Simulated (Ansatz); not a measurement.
# Bands, cutoff and cost in G0W0 for WSe2 (P6_3/mmc), part 2 of 2

How do accuracy and time trade against each other in G0W0 on WSe2 (P6_3/mmc)?

Ansatz 0.2.0; G0W0 on PBE, plane waves, PAW. Known limits of the many-body steps: not at the basis limit; no spin-orbit coupling; coarse k mesh.

So far. Step 5 (2045 empty bands, screening to 380 eV): Against the run with 6×6×2 mesh, 1224 empty bands, screening to 270 eV, hard PAW files, the gap moves by +0.011 eV.

The database entry behind the starting cell differs from later determinations by our own check (a about 0.2 % long), so it need not match the best structure at ambient conditions.

### Step 6. Changing the k mesh: 12×12×2 mesh, 318 empty bands, screening to 110 eV, hard PAW files

A second mesh at equal bands and cutoff isolates the sampling error. Bands and cutoff differ from the step before, so it is read against an earlier run that matches them.

input.yaml reads:

```yaml
crystal:
  lattice:
    - [3.29, 0.0, 0.0]
    - [-1.645, 2.8492235785, 0.0]
    - [0.0, 0.0, 12.97]
  atoms:
    - { symbol: W, position: [0.3333333333, 0.6666666667, 0.25] }
    - { symbol: W, position: [0.6666666667, 0.3333333333, 0.75] }
    - { symbol: Se, position: [0.3333333333, 0.6666666667, 0.621] }
    - { symbol: Se, position: [0.6666666667, 0.3333333333, 0.121] }
    - { symbol: Se, position: [0.3333333333, 0.6666666667, 0.879] }
    - { symbol: Se, position: [0.6666666667, 0.3333333333, 0.379] }
kpoints:
  mp_grid: { grid: [12, 12, 2] }
hamiltonian:
  xc: pbe
  pseudopotentials: { kind: paw, source: ansatz }
scf:
  occupations: { method: fixed }
gw:
  n_empty_bands: 318
  ecut_chi: 110.0
  qp_bands: [v2, c2]
  qp_kpoints: band_edges
  screening: { model: contour_deformation }
```

On the command line:

```
$ ansatz run input.yaml --threads 4 --pin off --max-ram 138240MiB --backend cuda --events-out ev --progress --plain --runs-dir out --devices 1 --max-vram 26GiB  # rebuilt from the run's record
```

Numbers of over 12 decimals in the logs are rounded to 6 here.

Output:

```text
GPUs: using 1 of 1 available (devices: 1).
[...]
GPU FFT provider: cuFFT
GPU libraries: cuBLAS 13.8.2, cuFFT 12.4.0, cuSOLVER 12.3.4
Crystal: 6 atoms, lattice volume = 121.580 Å³
Basis set: ecut = 760 eV, 5861 PW (Γ)
Bands: 72, of which v1, the nominal top of the filled ones, is band 60 counted from 1 (59 counted from 0)
Symmetry: 24 space group operations
[...]
k-points: 38 of 288
[...]
1    62     17.5661   -13.8857    -4.0153   -18.1697  0.7566    17.8361    17.8347  root
[...]
37    59     14.5821   -18.2622     0.3794   -17.7341  0.7557    14.4332    14.4335  root
    37    60     14.5821   -18.2622     0.3794   -17.7341  0.7557    14.4332    14.4335  root
    37    61     16.2497   -15.7132    -3.7042   -19.6918  0.7498    16.5251    16.5241  root
    37    62     16.2497   -15.7132    -3.7042   -19.6918  0.7498    16.5251    16.5241  root
[key lines of the parts left out:]
SCF converged after 10 iterations
Free energy (F): -57642.165392 eV
Fermi energy:    14.920403 eV
```

The job ended after 5.3 min (1 × NVIDIA H100 80GB HBM3 (shared by 3 runs) with 4 threads of AMD EPYC 7R13 (Zen 3), shared host; peak memory 3.5 GiB).

This step gave:

```
bands summed                                 : 378
RPA ε∞ on this mesh (eigenvalues)            : 7.087, 14.61, 14.61
plane waves in the screening matrix          : 317
G0W0 gap on the mesh                         : 1.252 eV
k of the valence top                         : 0, 0, 0
k of the conduction bottom                   : 0.1667, 0.1667, 0
starting gap on the mesh                     : 0.9756 eV
least direct G0W0 gap on the computed points : 1.930 eV
```

Against the run with 6×6×2 mesh, 318 empty bands, screening to 110 eV, hard PAW files, the gap moves by −0.001 eV.

### Step 7. Convergence and cost

Times are wall times on 1 × NVIDIA H100 80GB HBM3 (shared by 3 runs) with 4 threads of AMD EPYC 7R13 (Zen 3), shared host, good to a factor of about two.

```
   mesh     files            frequency  bands summed  cutoff (eV)  start (eV)  G0W0 (eV)     time  host memory (GiB)
  6×6×2  hard PAW  contour deformation           378          110       0.977      1.253     36 s                2.0
  6×6×2  hard PAW  contour deformation           783          190       0.977      1.294     86 s                3.6
  6×6×2  hard PAW  contour deformation          1284          270       0.977      1.311  4.1 min                6.7
  6×6×2  hard PAW  contour deformation          2105          380       0.977      1.322  5.5 min                 14
12×12×2  hard PAW  contour deformation           378          110       0.976      1.252  5.3 min                3.5
```

How the two edges are built up, in eV (the quasiparticle level is the starting level plus Σx plus Σc less Vxc):

```
       run               edge  start      Σx     Σc     Vxc     Z     QP
 378 bands        valence top  14.92  -19.39   0.52  -18.76  0.75  14.81
 378 bands  conduction bottom  15.90  -13.08  -3.56  -16.80  0.77  16.06
 783 bands        valence top  14.92  -19.39   0.26  -18.76  0.75  14.55
 783 bands  conduction bottom  15.90  -13.08  -3.77  -16.80  0.76  15.85
1284 bands        valence top  14.92  -19.39   0.15  -18.76  0.75  14.44
1284 bands  conduction bottom  15.90  -13.08  -3.86  -16.80  0.76  15.75
2105 bands        valence top  14.92  -19.39   0.08  -18.76  0.75  14.37
2105 bands  conduction bottom  15.90  -13.08  -3.93  -16.80  0.76  15.69
```

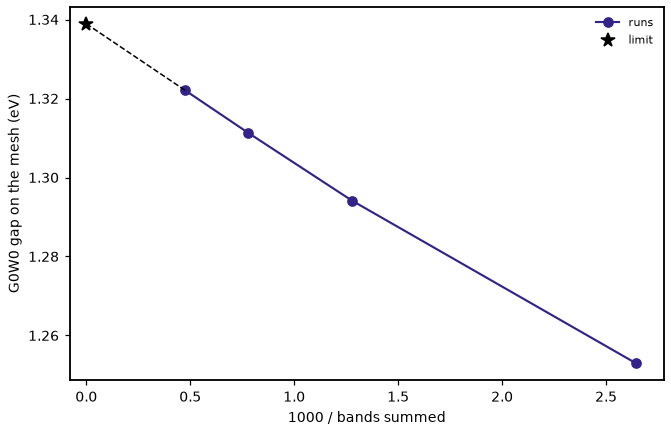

The gap against one over the number of bands; the dashed line carries the two highest rungs to the limit.

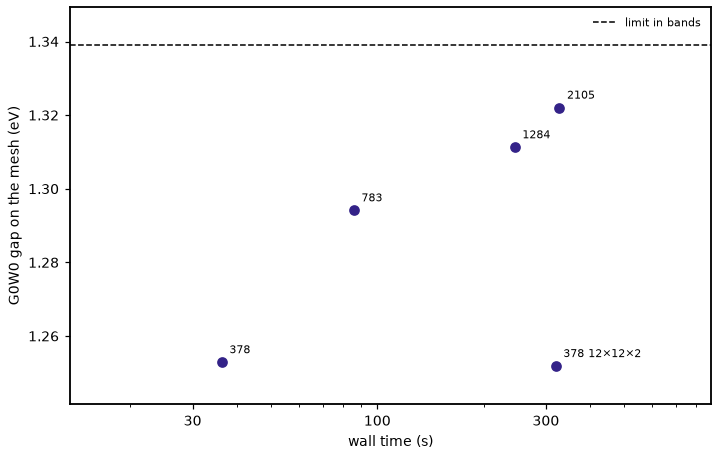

Result against wall time.

### Step 8. Results

```json
{
  "378 bands, 110 eV": "1.253 eV",
  "783 bands, 190 eV": "1.294 eV",
  "1284 bands, 270 eV": "1.311 eV",
  "2105 bands, 380 eV": "1.322 eV",
  "estimated limit in bands and cutoff": "1.34 eV",
  "mesh and start": "6×6×2, PBE"
}
```

A line in one over the bands through the two highest rungs gives 1.34 eV, +0.02 eV from the top rung; the pair below gives 1.34 eV, in fair agreement. The rungs stand 0.09 eV (378 bands), 0.04 eV (783 bands), 0.03 eV (1284 bands) and 0.02 eV (2105 bands) from it. From 378 to 2105 bands the gap moves by +0.07 eV while the time grows 9.0-fold. Σc changes by −0.44 eV at the valence top and −0.37 eV at the conduction bottom, so the levels themselves move more than the gap between them. On the 12×12×2 mesh in place of 6×6×2 the gap differs by −0.001 eV, of which −0.001 eV is already in the start. The cheapest rung within 0.1 eV of this estimate is that with 378 bands (36 s). Gaps are over the mesh's points; an edge off the mesh would be missed. The 6×6×2 mesh is coarse for this cell (its supercell is 20 Å along the shortest edge). The RPA ε∞ on it, from the PBE start, is 7.11 and 15.20; such meshes misread the long-range screening, most where the gap is narrow. The many-body steps are scalar-relativistic: spin-orbit coupling is not in them.

[Paths, hosts, dates, memory and timing lines, banners, echoed tables and standing remarks are left out of the program output.]

[Logs are printed without paths, hosts, clocks, repeated set-up lines and the standing remarks that a program may print on its own settings, such as how far it seeks lower states.]

[Runs of the session that timed out or met a known fault of the program may be left out.]

[Cells called generated may have been cut or substituted from an entry of the Crystallography Open Database or the Materials Project.]

[Hosts, paths, dates, database ids (printed as entryN), source tags and the programs' standing remarks are cut or masked in the printed files.]
